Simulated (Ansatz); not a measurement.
The figure comes from a scan of Al (fcc, Cu type): one Al atom of a 4-atom cell moves by s along Cartesian [111], with its periodic images. These are r2SCAN (plane waves to 500 eV, PAW, scalar-relativistic; Ansatz, a quantum-chemistry and plane-wave program) values and carry that method's errors. k mesh 9×9×9 (Γ-centred), Fermi-Dirac smearing 0.05 eV. The energy includes the smearing's −TS. With partly filled bands, energies and forces of such displacements shift with the k mesh and the smearing. On this mesh the relaxed cell isn't quite at rest: it carries a pressure of 0.3 GPa (compression positive) at the zero of the scan. Al was relaxed with its symmetry unable to fall. ΔE is measured from the undisplaced structure.

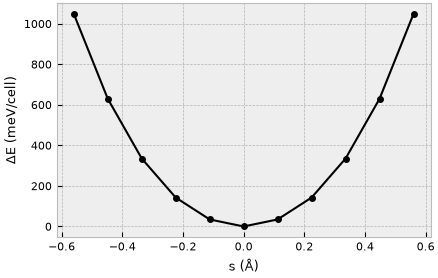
Figure: ΔE (meV/cell) against s (Å); markers are the computed points, lines only join them.

**Question.** Read the plotted values off the figure, to the accuracy that the plot allows.

**Answer.** To the nearest 20:

| s (Å) | ΔE (meV/cell) |
|---|---|
| -0.560 | 1040 |
| -0.448 | 640 |
| -0.336 | 340 |
| -0.224 | 140 |
| -0.112 | 40 |
| 0.000 | 0 |
| 0.112 | 40 |
| 0.224 | 140 |
| 0.336 | 340 |
| 0.448 | 640 |
| 0.560 | 1040 |

(For displaced atoms, the force is minus the slope of the energy, and its curvature is a force constant, which sets phonon frequencies.)
